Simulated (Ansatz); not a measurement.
# CHFO (formyl fluoride) at CCSD/STO-3G

Aim: the electronic atomisation energy of CHFO (formyl fluoride) at CCSD/STO-3G, from 5 runs. 

The results are computed with Ansatz 0.2.0.

62 further runs of the same task are left out: 2 that didn't finish, 60 set aside as unsound or not needed.

## 1. The molecule

CHFO has 4 atoms, charge 0, and is taken as a singlet. As SMILES, `O=CF`. The shape is that of a PBE0-D4/def2-TZVP optimisation.

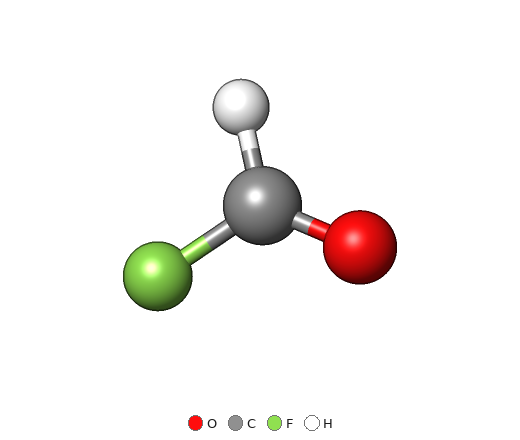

The structure, seen from a chosen angle (oxygen red, carbon grey, fluorine green, hydrogen white).

## 2. The energy at CCSD/STO-3G

File run.yaml:

```yaml
basis:
  gaussian: {orbitals: STO-3G}
crystal:
  periodic: [false, false, false]
  atoms:
    - {symbol: O, position_ang: [-0.889340, 0.201180, 0.827740]}
    - {symbol: C, position_ang: [-0.046400, 0.067520, 0.021620]}
    - {symbol: F, position_ang: [0.585200, -1.091810, -0.181820]}
    - {symbol: H, position_ang: [0.350540, 0.823120, -0.667550]}
scf: {omitted_lower_state_checks: [cluster_reference, increment]}
accuracy: high
correlation: {method: ccsd, frozen_orbitals: {C: 1, F: 1, H: 0, O: 1}}
```

Command:

```
ansatz run run.yaml --threads 1 --pin off --max-ram 3480MiB --events-out events.jsonl --progress --plain --runs-dir runs
```

Standard output (excerpt; [...] marks lines left out):

```text
Warning: RAYON_NUM_THREADS=1 ignored (pool sized by the plan → 1); use --threads N
Functional definition: HF
  name "HF"
[...]
273 factors; integrals over basis functions are off by at most 4.8e-8 eV
[...]
mean field -5709.68744653 eV, -209.8271434948 hartree, gradient 1.5e-8 eV, S^2 0.000000; 0 other end points of the search recorded, 0 dependent functions left out; unrestricted orbitals would lower it
3 core orbitals not correlated: weight in the atoms' cores, before any rotation towards them, 1.000 or more for the frozen orbitals, at most 0.000 for the correlated occupied ones
reference -5709.68744653 eV, -209.8271434948 hartree; 9, 9 occupied and 4, 4 virtual orbitals, 273 factors
second order -3.56835461 eV of doubles, -0.00000000 eV of singles
cycle   1  -3.85124262 eV  change   -2.8e-1 eV  update   7.9e-2
[...]
cycle  23  -4.14790069 eV  change  -2.6e-10 eV  update  1.3e-10
Total energy: -5713.83534722 eV, -209.9795760338 hartree
Checks for a lower state left out: cluster_reference, increment
```

Run time: 0.26 s. Hardware: 1 thread of Intel Xeon Platinum 8259CL at 2.50GHz (Skylake/Cascade Lake), shared host.

## 3. The C atom, same level

File in.yaml:

```yaml
crystal:
  periodic: [false, false, false]
  atoms:
    - {symbol: C, position_ang: [0.000000, 0.000000, 0.000000]}
basis:
  gaussian:
    orbitals: STO-3G
magnetization:
  spin_polarized: true
  initial_magnetization: 2
scf:
  omitted_lower_state_checks: [cluster_reference, increment]
accuracy: high
correlation:
  method: ccsd
  frozen_orbitals: {C: 1}
```

Run the same way, it converges to -37.21862 Eh (log not shown).

## 4. The F atom, same level

File run.yaml:

```yaml
crystal:
  periodic: [false, false, false]
  atoms:
    - symbol: F
      position_ang: [0.000000, 0.000000, 0.000000]
basis:
  gaussian:
    orbitals: STO-3G
total_charge: 0
magnetization:
  spin_polarized: true
  initial_magnetization: 1
correlation:
  method: ccsd
  frozen_orbitals: {F: 1}
accuracy: high
scf:
  omitted_lower_state_checks: [cluster_reference, increment]
```

Run the same way, it converges to -97.98651 Eh (log not shown).

## 5. The H atom: the energy at UHF/STO-3G

File molecule.yaml:

```yaml
crystal:
  periodic: [false, false, false]
  atoms:
    - symbol: H
      position_ang: [0.000000, 0.000000, 0.000000]
basis:
  gaussian:
    orbitals: STO-3G
magnetization:
  spin_polarized: true
  initial_magnetization: 1
hamiltonian:
  xc: hf
accuracy: high
```

Run the same way, it converges to -0.46658 Eh (log not shown).

## 6. The O atom at the same level

File input.yaml:

```yaml
crystal:
  periodic: [false, false, false]
  atoms:
    - {symbol: O, position_ang: [0.000000, 0.000000, 0.000000]}
basis:
  gaussian:
    orbitals: STO-3G
correlation:
  method: ccsd
  frozen_orbitals: {O: 1}
accuracy: high
scf:
  omitted_lower_state_checks: [cluster_reference, increment]
magnetization:
  spin_polarized: true
  initial_magnetization: 2
```

Run the same way, it converges to -73.80415 Eh (log not shown).

## 7. Outcome

Level: CCSD/STO-3G, 3 core orbitals frozen.

| quantity | value |
| --- | --- |
| molecule: total energy | -209.97958 Eh |
| molecule: correlation energy (3 core orbitals frozen) | -152.4 mEh |
| molecule: T1 diagnostic | 0.013 |
| C atom: total energy | -37.21862 Eh |
| C atom: correlation energy (1 core orbital frozen) | -20.2 mEh |
| C atom: ⟨S²⟩ of the reference determinant | 2.000 |
| C atom: T1 diagnostic | 0.000 |
| F atom: total energy | -97.98651 Eh |
| F atom: correlation energy (1 core orbital frozen) | 0.0 mEh |
| F atom: ⟨S²⟩ of the reference determinant | 0.750 |
| F atom: T1 diagnostic | 0.000 |
| H atom: total energy | -0.46658 Eh |
| H atom: ⟨S²⟩ | 0.750 |
| O atom: total energy | -73.80415 Eh |
| O atom: correlation energy (1 core orbital frozen) | 0.0 mEh |
| O atom: ⟨S²⟩ of the reference determinant | 2.000 |
| O atom: T1 diagnostic | 0.000 |
| electronic atomisation energy | 13.707 eV |

**Reading.** Taking the molecule apart into free atoms costs 13.71 eV (1323 kJ/mol), before zero-point energy and without spin-orbit coupling. In a minimal basis such a difference can be off by several eV, whatever the method. The restricted solution (molecule) is unstable to spin breaking: an unrestricted one lies lower.
